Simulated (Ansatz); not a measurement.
## Electronic structure of ClF2H2O2Ta···H2O in real space

```xyz
11

Ta   -0.1822   -0.0496    0.0738
F     1.7266   -0.1209    0.1811
F    -0.1670   -0.2327    1.9656
O    -0.1603   -0.2304   -1.8015
H    -0.4267   -0.6908   -2.6013
Cl   -1.5641    1.7903    0.1808
O    -1.1932   -1.6509    0.1083
H    -1.4431   -2.0070    0.9715
O     1.6399    2.3152   -1.1028
H     1.3876    2.0242   -1.9887
H     2.3112    1.6487   -0.8341
```

Core potentials replace the inner electrons of Ta; not at a stationary point (largest force 0.9 eV/Å).

The calculation used Ansatz 0.2.0, RKS PBE0-D4/def2-SVP.

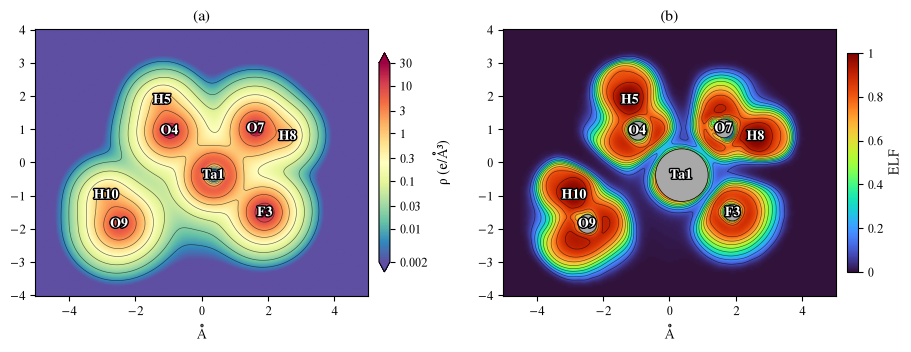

Figure 1. (a) electron density; (b) ELF on the plane of atoms Ta1, O7 and H8. Grey discs cover the atomic cores in the ELF map.

### Read the bonding off the picture.

The plane passes through Ta, F, O and H nuclei. Ta1···O9 (3.21 Å): the density falls to about 0.06 e/Å³ on the way; the ELF dips to about 0 between them. Ta–O (1.88 Å): ρ is about 1 e/Å³ halfway; the ELF peaks at about 0.80 in the valence shell of O, 0.5 Å from its nucleus, and drops to about 0.20 between the two atoms. Ta–F (1.90 Å): ρ is about 0.96 e/Å³ halfway; the ELF peaks at about 0.85 in the valence shell of F, 0.5 Å from its nucleus, and drops to about 0.20 between the two atoms. O–H (0.96 Å): the density is about 3.7 e/Å³ at the midpoint; the ELF climbs to about 1 towards the hydrogen, as it does in any bond to H: an ordinary covalent bond to hydrogen. The ELF also peaks beside O9, away from the bonds: lone-pair regions.

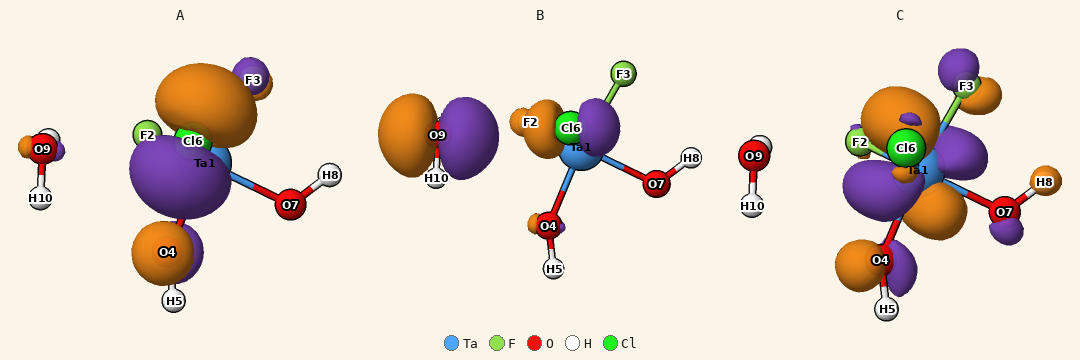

Figure 2. Three frontier orbitals at ±0.15 Å⁻³ᐟ² (orange and purple are the two phases), in no order.

### Which picture is the HOMO−1, the HOMO and the LUMO?

A is the HOMO−1 (−9.30 eV). By Hirshfeld shares it lies mainly on Cl6 (about 75 %) and O4 (about 15 %); largely a lone pair of Cl6. B is the HOMO (−8.91 eV). Its weight (Hirshfeld) is mainly on O9 (about 70 %) and Cl6 (about 15 %); largely a lone pair of O9. C is the LUMO (−1.93 eV). It lies mainly on Ta1 (about 70 %), O4 (about 10 %) and F3 (about 10 %).

### What is the HOMO–LUMO gap?

6.98 eV between the orbital energies.
